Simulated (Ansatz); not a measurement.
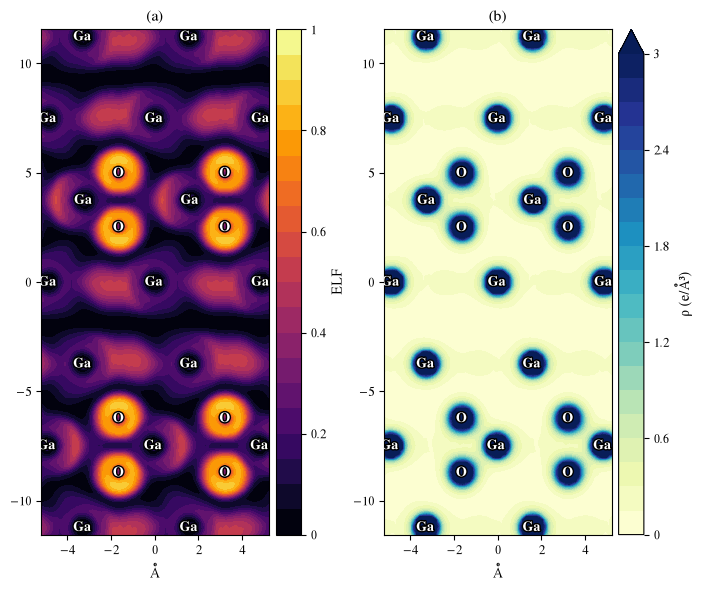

Figure 1: Ga3O2. (a) electron localisation function; (b) valence charge density (pseudo) on the (100) plane of the conventional cell.

Space group R-3c; started from the corundum_167 prototype, which need not be the ambient phase.

The calculation used Ansatz, DFT PBE, scalar-relativistic, plane waves, PAW.

In a PAW calculation such maps are meaningful between the atoms, not at the nuclei.

```
Ga O
1.0
     4.86720    0.00000    0.00000
    -2.43360    4.21511    0.00000
     0.00000    0.00000   22.44869
Ga O
18 12
Direct
  0.32767 0.00000 0.25000
  0.99434 0.33333 0.58333
  0.66101 0.66667 0.91667
  0.00000 0.32767 0.25000
  0.66667 0.66101 0.58333
  0.33333 0.99434 0.91667
  0.67233 0.67233 0.25000
  0.33899 0.00566 0.58333
  0.00566 0.33899 0.91667
  0.33899 0.33333 0.08333
  0.00566 0.66667 0.41667
  0.67233 0.00000 0.75000
  0.66667 0.00566 0.08333
  0.33333 0.33899 0.41667
  0.00000 0.67233 0.75000
  0.99434 0.66101 0.08333
  0.66101 0.99434 0.41667
  0.32767 0.32767 0.75000
  0.00000 0.00000 0.30533
  0.66667 0.33333 0.63866
  0.33333 0.66667 0.97200
  0.00000 0.00000 0.19467
  0.66667 0.33333 0.52800
  0.33333 0.66667 0.86134
  0.66667 0.33333 0.02800
  0.33333 0.66667 0.36134
  0.00000 0.00000 0.69467
  0.66667 0.33333 0.13866
  0.33333 0.66667 0.47200
  0.00000 0.00000 0.80533
```

Q: What does the map show?

A:
- The plane passes through Ga and O nuclei.
- Ga–O (2.02 Å): the density is about 0.58 e/Å³ at the midpoint; the ELF peaks at about 0.80 in the valence shell of O, 0.6 Å from its nucleus, and is about 0.30 at the midpoint.
- Between the atoms the lowest density in this plane is 0.02 e/Å³.
- The ELF also peaks beside O, away from the bonds: lone-pair regions.
